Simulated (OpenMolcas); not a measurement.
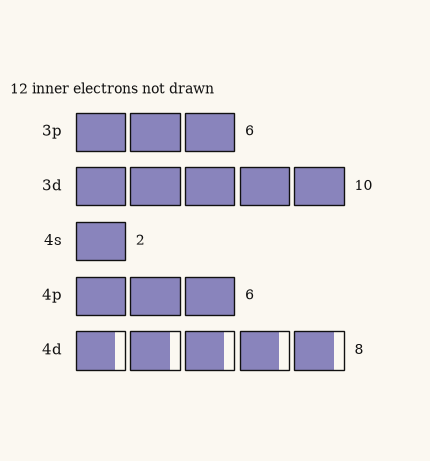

Figure 1. The outer shells of the leading configuration of the lowest level: a box for each of the 2l + 1 orbitals, shaded by the share of the shell that is filled, with the electron count at the right.

## Multiconfigurational calculation for Pd²⁺ complex

System: Pd²⁺ with 6 ligands (F; octahedron, 2.154 Å), embedded in CsCaF3 by model potentials and point charges, whose field is part of the energies.
Method: state-averaged CASSCF, active space 8 electrons in the shell 4d, basis ANO-RCC-VDZP on the metal and ANO-RCC-VDZP on the ligands, DKH2 scalar Hamiltonian, spin-orbit coupling by RASSI with atomic mean-field integrals (OpenMolcas).

### The program's output (extracts)
```
--- SEWARD ---
Basis set label: PD.ANO-RCC...6S5P3D1F.

      Electronic valence basis set:
      ------------------
      Associated Effective Charge  46.000000 au
      Associated Actual Charge     46.000000 au
      Nuclear Model: Point charge

      Shell  nPrim  nBasis  Cartesian Spherical Contaminant
         s      21       6        X
         p      18       5        X
         d      13       3                 X
         f       6       1                 X
                  Relativistic Douglas-Kroll-Hess integrals:
                    - DKH order of Hamiltonian: 2
                    - DKH order of Properties : 0
                  Atomic mean-field integrals
--- RASSCF ---
Wave function specifications:
      -----------------------------

      Number of closed shell electrons          96
      Number of electrons in active shells       8
      Max number of holes in RAS1 space          0
      Max nr of electrons in RAS3 space          0
      Number of inactive orbitals               48
      Number of active orbitals                  5
      Number of secondary orbitals              98
      Spin quantum number                      1.0
      State symmetry                             1
Orbital specifications:
      -----------------------

      Symmetry species                           1   2
                                                ag  au
      Frozen orbitals                            0   0
      Inactive orbitals                         24  24
      Active orbitals                            5   0
      RAS1 orbitals                              0   0
      RAS2 orbitals                              5   0
      RAS3 orbitals                              0   0
      Secondary orbitals                        46  52
      Deleted orbitals                           0   0
      Number of basis functions                 75  76
      Number of CSFs                            10
      Number of root(s) required                10
      Iter CI   SX   CI       RASSCF       Energy    max ROT     max BLB   max BLB  Level Ln srch  Step   QN
          iter iter root      energy       change     param      element    value   shift minimum  type update
 Nr of preliminary CI iterations:   1
      Total energies have been shifted. Add                -5000.00 au
        1   1   10    0  -640.06244740    0.00E+00  -6.87E-02   29  35 1  3.92E-01*  1.24   0.00    SX    NO
        2   1   11    0  -640.84612210   -7.84E-01* -5.76E-02   24  65 2  1.18E-01*  0.94   0.00    SX    NO
        3   1   10    0  -640.94361615   -9.75E-02* -2.80E-02   24  68 2 -3.91E-02*  0.86   0.00    SX    NO
        4   1   10    0  -640.95708742   -1.35E-02* -1.48E-02   24  68 2 -1.85E-02*  0.84   0.00    SX    NO
        5   1    9    0  -640.95981548   -2.73E-03* -1.24E-02   24  68 2 -8.55E-03*  0.84   1.89    LS   YES
        6   1    9    0  -640.96059070   -7.75E-04*  2.73E-03   27  33 1 -3.32E-03*  0.83   1.06    QN   YES
        7   1    9    0  -640.96070290   -1.12E-04*  2.58E-03   24  59 2 -1.81E-03*  0.83   1.96    LS   YES
        8   1    8    0  -640.96073809   -3.52E-05*  3.93E-04    7  32 2  1.69E-03*  0.83   1.01    QN   YES
        9   1    8    0  -640.96075046   -1.24E-05*  2.73E-04    9  37 2  5.94E-04*  0.83   1.22    QN   YES
       10   1    7    0  -640.96075242   -1.96E-06*  1.36E-04   24  65 2  1.56E-04*  0.83   1.25    QN   YES
       11   1    6    0  -640.96075264   -2.15E-07* -6.89E-05    9  34 2 -4.53E-05   0.83   1.35    QN   YES
       12   1    5    0  -640.96075267   -2.97E-08* -3.52E-05    7  35 2 -1.94E-05   0.83   1.23    QN   YES
       13   1    5    0  -640.96075267   -5.17E-09   6.81E-06    7  32 2  8.59E-06   0.83   1.15    QN   YES
      Convergence after 13 iterations
       14   1    5    0  -640.96075267   -2.38E-10   6.81E-06    7  32 2  2.44E-06   0.83   1.15    QN   YES
      Natural orbitals and occupation numbers for root  1
      sym 1:   2.000000   2.000000   1.000000   2.000000   1.000000
      Natural orbitals and occupation numbers for root  2
      sym 1:   1.002608   2.000000   1.002608   1.997392   1.997392
      Natural orbitals and occupation numbers for root  3
      sym 1:   1.997527   1.002473   1.997527   1.002473   2.000000
::    RASSCF root number  1 Total energy:  -5641.04389624
::    RASSCF root number  2 Total energy:  -5640.98970763
::    RASSCF root number  3 Total energy:  -5640.98970763
::    RASSCF root number  4 Total energy:  -5640.98970763
::    RASSCF root number  5 Total energy:  -5640.95826646
::    RASSCF root number  6 Total energy:  -5640.95826646
::    RASSCF root number  7 Total energy:  -5640.95826646
::    RASSCF root number  8 Total energy:  -5640.90656940
::    RASSCF root number  9 Total energy:  -5640.90656940
::    RASSCF root number 10 Total energy:  -5640.90656940
--- RASSCF ---
Wave function specifications:
      -----------------------------

      Number of closed shell electrons          96
      Number of electrons in active shells       8
      Max number of holes in RAS1 space          0
      Max nr of electrons in RAS3 space          0
      Number of inactive orbitals               48
      Number of active orbitals                  5
      Number of secondary orbitals              98
      Spin quantum number                      0.0
      State symmetry                             1
Orbital specifications:
      -----------------------

      Symmetry species                           1   2
                                                ag  au
      Frozen orbitals                            0   0
      Inactive orbitals                         24  24
      Active orbitals                            5   0
      RAS1 orbitals                              0   0
      RAS2 orbitals                              5   0
      RAS3 orbitals                              0   0
      Secondary orbitals                        46  52
      Deleted orbitals                           0   0
      Number of basis functions                 75  76
      Number of CSFs                            15
      Number of root(s) required                15
      Iter CI   SX   CI       RASSCF       Energy    max ROT     max BLB   max BLB  Level Ln srch  Step   QN
          iter iter root      energy       change     param      element    value   shift minimum  type update
 Nr of preliminary CI iterations:   1
      Total energies have been shifted. Add                -5000.00 au
        1   1    8    0  -640.89974653    0.00E+00   8.52E-03   28  34 1 -6.33E-03*  0.84   0.00    SX    NO
        2   1    8    0  -640.90010938   -3.63E-04*  5.18E-03   18  29 1 -2.20E-03*  0.84   0.00    SX    NO
        3   1    8    0  -640.90023035   -1.21E-04* -2.94E-03   28  34 1 -1.49E-03*  0.84   0.00    SX    NO
        4   1    8    0  -640.90027382   -4.35E-05*  1.76E-03   28  34 1 -7.94E-04*  0.84   0.00    SX    NO
        5   1    7    0  -640.90028981   -1.60E-05*  2.61E-03   28  34 1 -4.92E-04*  0.84   2.50    LS   YES
        6   1    7    0  -640.90029922   -9.41E-06* -2.93E-04   12  32 2 -1.55E-04*  0.84   1.05    QN   YES
        7   1    6    0  -640.90029936   -1.38E-07* -4.39E-04   16  30 1 -7.32E-05   0.84   2.50    LS   YES
        8   1    7    0  -640.90029932    3.96E-08* -1.90E-04   12  32 2  2.11E-04*  0.84   0.38    LS   YES
        9   1    6    0  -640.90029938   -5.68E-08* -1.10E-04   12  32 2  1.16E-04*  0.84   1.61    QN   YES
       10   1    5    0  -640.90029942   -4.34E-08* -6.96E-05   16  30 1 -2.23E-05   0.84   1.29    QN   YES
       11   1    5    0  -640.90029943   -7.16E-09   1.09E-05   16  30 1 -7.13E-06   0.84   1.04    QN   YES
      Convergence after 11 iterations
       12   1    5    0  -640.90029943   -1.36E-10   1.09E-05   29  35 1 -3.66E-06   0.84   1.04    QN   YES
      Natural orbitals and occupation numbers for root  1
      sym 1:   1.983635   1.988977   1.013957   1.999474   1.013957
      Natural orbitals and occupation numbers for root  2
      sym 1:   1.997755   1.992414   1.013957   1.981916   1.013957
      Natural orbitals and occupation numbers for root  3
      sym 1:   1.920950   1.920950   1.118575   1.920950   1.118575
::    RASSCF root number  1 Total energy:  -5640.98170583
::    RASSCF root number  2 Total energy:  -5640.98170583
::    RASSCF root number  3 Total energy:  -5640.93849745
::    RASSCF root number  4 Total energy:  -5640.92928164
::    RASSCF root number  5 Total energy:  -5640.92928164
::    RASSCF root number  6 Total energy:  -5640.92928164
::    RASSCF root number  7 Total energy:  -5640.91039794
::    RASSCF root number  8 Total energy:  -5640.91039794
::    RASSCF root number  9 Total energy:  -5640.91039794
::    RASSCF root number 10 Total energy:  -5640.86530558
::    RASSCF root number 11 Total energy:  -5640.86530558
::    RASSCF root number 12 Total energy:  -5640.86375549
::    RASSCF root number 13 Total energy:  -5640.86375549
::    RASSCF root number 14 Total energy:  -5640.86375549
::    RASSCF root number 15 Total energy:  -5640.76166593
--- RASSI ---
SPIN-FREE ENERGIES:
  (Shifted by EMIN (a.u.) =      -5641.0438962432)

 SF State       Relative EMIN(au)   Rel lowest level(eV)    D:o, cm**(-1)

     1             0.0000000000        0.0000000000              0.0000
     2             0.0541886154        1.4745473433          11893.0264
     3             0.0541886154        1.4745473433          11893.0264
     4             0.0541886154        1.4745473433          11893.0264
    11             0.0621904104        1.6922872787          13649.2174
    12             0.0621904104        1.6922872787          13649.2174
     7             0.0856297818        2.3301050654          18793.5648
     5             0.0856297818        2.3301050654          18793.5648
     6             0.0856297818        2.3301050654          18793.5648
    13             0.1053987982        2.8680474068          23132.3624
    14             0.1146146029        3.1188222283          25154.9977
    15             0.1146146029        3.1188222283          25154.9977
    16             0.1146146029        3.1188222283          25154.9977
    17             0.1334983014        3.6326738426          29299.4905
    18             0.1334983014        3.6326738426          29299.4905
    19             0.1334983014        3.6326738426          29299.4905
     8             0.1373268413        3.7368537201          30139.7579
     9             0.1373268413        3.7368537201          30139.7579
    10             0.1373268413        3.7368537201          30139.7579
    20             0.1785906611        4.8596994597          39196.1195
    21             0.1785906611        4.8596994597          39196.1195
    22             0.1801407569        4.9018797157          39536.3262
    23             0.1801407569        4.9018797157          39536.3262
    24             0.1801407569        4.9018797157          39536.3262
    25             0.2822303114        7.6798780145          61942.3936
     Dipole printing threshold changed to   1.00000000E+00
Eigenvalues of complex Hamiltonian:
   -----------------------------------
  (Shifted by EMIN (a.u.) =      -5641.0438962432)

 SO State       Relative EMIN(au)   Rel lowest level(eV)    D:o, cm**(-1)

     1            -0.0020404229        0.0000000000              0.0000
     2            -0.0020404229        0.0000000000              0.0000
     3            -0.0020404229        0.0000000000              0.0000
     4             0.0464882244        1.3205317661          10650.8070
     5             0.0464882244        1.3205317662          10650.8070
     6             0.0509033143        1.4406724812          11619.8072
     7             0.0509033143        1.4406724814          11619.8072
     8             0.0509033143        1.4406724815          11619.8072
     9             0.0556322474        1.5693533060          12657.6880
    10             0.0556322474        1.5693533059          12657.6880
    11             0.0556322474        1.5693533059          12657.6880
    12             0.0575849309        1.6224885310          13086.2525
    13             0.0615321825        1.7298987199          13952.5741
    14             0.0615321825        1.7298987197          13952.5741
    15             0.0760626808        2.1252937203          17141.6499
    16             0.0830509500        2.3154542142          18675.3977
    17             0.0830509500        2.3154542142          18675.3977
    18             0.0830509500        2.3154542143          18675.3977
    19             0.0894751032        2.4902643288          20085.3364
    20             0.0894751032        2.4902643288          20085.3364
    21             0.0894751032        2.4902643288          20085.3364
    22             0.0934695973        2.5989600503          20962.0265
    23             0.0934695973        2.5989600502          20962.0265
    24             0.1074110002        2.9783249473          24021.8107
    25             0.1107850282        3.0701369265          24762.3243
    26             0.1107850282        3.0701369265          24762.3243
    27             0.1107850282        3.0701369266          24762.3243
    28             0.1333047231        3.6829290436          29704.8260
    29             0.1333047231        3.6829290436          29704.8260
    30             0.1333047231        3.6829290436          29704.8260
    31             0.1367538989        3.7767858982          30461.8326
    32             0.1367538989        3.7767858980          30461.8326
    33             0.1397162751        3.8573962603          31111.9990
    34             0.1399882369        3.8647967200          31171.6878
    35             0.1399882369        3.8647967200          31171.6878
    36             0.1399882369        3.8647967200          31171.6878
    37             0.1402806479        3.8727536279          31235.8645
    38             0.1402806479        3.8727536279          31235.8645
    39             0.1402806479        3.8727536276          31235.8645
    40             0.1796824068        4.9449301085          39883.5511
    41             0.1796824068        4.9449301085          39883.5511
Weights of the five most important spin-orbit-free states for each spin-orbit state.

 SO State  Total energy (au)           Spin-free states, spin, and weights
 -------------------------------------------------------------------------------------------------------
    1        -0.002040       1 1.0  0.9691    4 1.0  0.0136    3 1.0  0.0100    2 1.0  0.0042   14 0.0  0.0019
    2        -0.002040       1 1.0  0.9691    4 1.0  0.0104    2 1.0  0.0101    3 1.0  0.0073   15 0.0  0.0012
    3        -0.002040       1 1.0  0.9691    2 1.0  0.0135    3 1.0  0.0105    4 1.0  0.0038   16 0.0  0.0018
    4         0.046488       4 1.0  0.5044    2 1.0  0.2364   12 0.0  0.1466    3 1.0  0.0506   11 0.0  0.0401
    5         0.046488       3 1.0  0.4770    2 1.0  0.2912   11 0.0  0.1466   12 0.0  0.0401    4 1.0  0.0232
    6         0.050903       4 1.0  0.4778    3 1.0  0.4774    7 1.0  0.0192    6 1.0  0.0192   19 0.0  0.0038
    7         0.050903       2 1.0  0.4774    4 1.0  0.4771    5 1.0  0.0192    7 1.0  0.0190   17 0.0  0.0038
    8         0.050903       2 1.0  0.4778    3 1.0  0.4772    5 1.0  0.0192    6 1.0  0.0190   18 0.0  0.0038
    9         0.055632       4 1.0  0.4672    3 1.0  0.4668    1 1.0  0.0264    6 1.0  0.0142    7 1.0  0.0142
   10         0.055632       2 1.0  0.4668    4 1.0  0.4659    1 1.0  0.0264    5 1.0  0.0142    7 1.0  0.0139
   11         0.055632       2 1.0  0.4672    3 1.0  0.4659    1 1.0  0.0264    5 1.0  0.0142    6 1.0  0.0139
   12         0.057585       3 1.0  0.3333    2 1.0  0.3333    4 1.0  0.3333   12 0.0  0.0000   11 0.0  0.0000
```

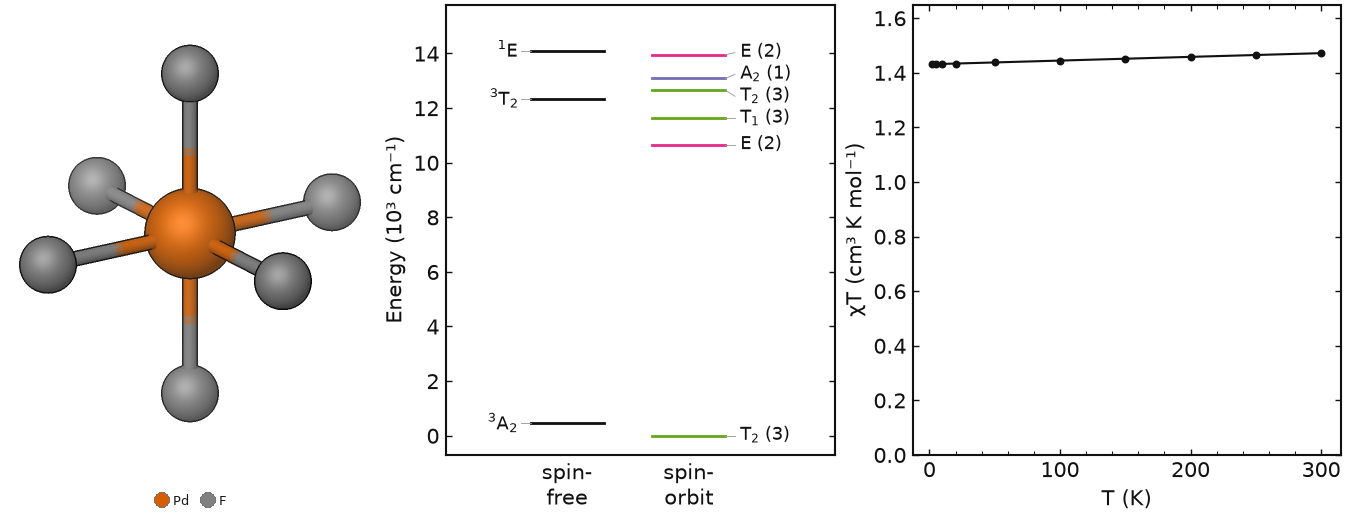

Figure 2. Pd²⁺ (4d⁸) as a dopant in CsCaF₃, a cluster with its 6 nearest F⁻ at 2.154 Å (octahedron) embedded in model potentials and point charges; the geometry was set, not optimised, and its levels and susceptibility. Labels give the representation in O, Td, D4 or D3 as the site allows (double group for half-integer spin) where it could be assigned and, in brackets, the degeneracy; spin-free states, where drawn, share the zero of the spin-orbit levels. Powder susceptibility by Van Vleck's formula. The ground level is T₂, 3-fold degenerate, 100 % from states of spin multiplicity 3. The next level lies at 10,700 cm⁻¹ (E). The lowest spin-free state is ³A₂; of the same spin there follows at 11,900 cm⁻¹ (³T₂) above it. A ligand-field fit to the spin-free states gives |10Dq| = 12,000 cm⁻¹, B = 877 and C = 3,500 cm⁻¹ (rms misfit 70 cm⁻¹). χT is 1.43 cm³ K mol⁻¹ at 2 K and 1.47 at 300 K, an effective moment of 3.43 μB. The active orbitals hold 90 to 97 % metal character (Löwdin), and the Mulliken charge of the metal is +1.50.

### Input file
```
&GATEWAY
Basis set
Pd.ANO-RCC-VDZP.
Pd1 0.0 0.0 0.0 Angstrom
End of basis
Basis set
F.ANO-RCC-VDZP.
L1 2.154000 0.000000 0.000000 Angstrom
L2 0.000000 2.154000 0.000000 Angstrom
L3 0.000000 0.000000 2.154000 Angstrom
End of basis
Basis set
Ca.EMB-AIMP.Lopez-Moraza.10s7p.1s1p.ECP.CsCaF3.
PseudoCharge
* 3 symmetry-unique lattice sites within 7.6 angstrom
End of basis
Basis set
Cs.EMB-AIMP.Lopez-Moraza.0s.0s.ECP.CsCaF3.
PseudoCharge
* 16 symmetry-unique lattice sites within 7.6 angstrom
End of basis
Basis set
Ca.EMB-AIMP.Lopez-Moraza.0s.0s.ECP.CsCaF3.
PseudoCharge
* 6 symmetry-unique lattice sites within 7.6 angstrom
End of basis
Basis set
F.EMB-AIMP.Lopez-Moraza.0s.0s.ECP.CsCaF3.
PseudoCharge
* 27 symmetry-unique lattice sites within 7.6 angstrom
End of basis
Symmetry
XYZ
AngMom=0.0 0.0 0.0
AMFI
RICD
XField
1537 Angstrom 0
* Evjen-weighted lattice charges
&SEWARD
&RASSCF
FileOrb=start.orb
Symmetry=1
Spin=3
nActEl=8 0 0
Inactive=24 24
Ras2=5 0
CIRoot=10 10 1
SDav=10
CIMx=300
Iter=150 100
PrWF=0.3
OrbListing=Nothing
MaxOrb=1
LevShft=1.0
>>> COPY $Project.JobIph JOB001
&RASSCF
FileOrb=start.orb
Symmetry=1
Spin=1
nActEl=8 0 0
Inactive=24 24
Ras2=5 0
CIRoot=15 15 1
SDav=15
CIMx=300
Iter=150 100
PrWF=0.3
OrbListing=Nothing
MaxOrb=0
LevShft=1.0
>>> COPY $Project.JobIph JOB002
&RASSI
NrOfJobIphs=2 10 15
1 2 3 4 5 6 7 8 9 10
1 2 3 4 5 6 7 8 9 10 11 12 13 14 15
IphNames
JOB001
JOB002
EJob
SpinOrbit
DIPRint=1.0
SOCoupling=1000.0
Subsets=2
Property=9
'ANGMOM' 1 'ANGMOM' 2 'ANGMOM' 3 'MLTPL  1' 1 'MLTPL  1' 2 'MLTPL  1' 3
'AMFI' 1 'AMFI' 2 'AMFI' 3
SOProperty=3
'ANGMOM' 1 'ANGMOM' 2 'ANGMOM' 3
```

The file start.orb holds starting orbitals from an earlier step. A driver script formed the levels outside the program, from RASSI's spin-orbit matrix and the active-space energies, averaged over the components of each term or state.

Command:
```bash
OMP_NUM_THREADS=1 MOLCAS_MEM=2457 MOLCAS_PROJECT=a pymolcas a.inp > a.log  # once for each step of the input, in one work folder
```

### Summary

- outcome: converged
- energy of the lowest spin-free term: −5641.04390 hartree
- energy of the lowest spin-orbit level: −5641.04594 hartree
- largest spread among components of a term: 0.0 cm⁻¹
- hardware: 1 thread of Arm Neoverse V2, 24 GiB of memory available, shared host
- wall time: 18 s
- peak memory: 0.38 GiB

### Notes

Without dynamic correlation the splittings between terms come out too large, often by 20 to 50 %. Limits: the geometry is set by hand, with no relaxation.
